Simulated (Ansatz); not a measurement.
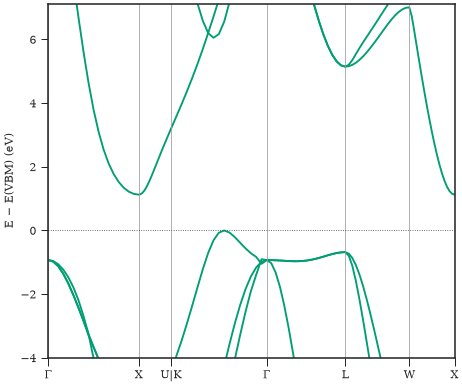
Figure. Band structure from plane-wave PAW PBE (Ansatz code)

### Question
Read off the gap and where the band edges lie.

### Answer
About 1.1 eV (1.13 eV by a search for the band edges); maximum on the K–Γ line, 55 % of the way from K, minimum at X.

The material is BN (rock salt, Fm-3m).

The cell is a constructed one: a structure type filled with these elements; neither database checked (COD, Materials Project) lists it. It is not the phase usual at ambient conditions (space group No. 186, 194, 216). The PBE relaxation kept the symmetry of its start. At this level the phase is dynamically unstable (imaginary phonons).

Potentials: the later of the program's two PAW sets.
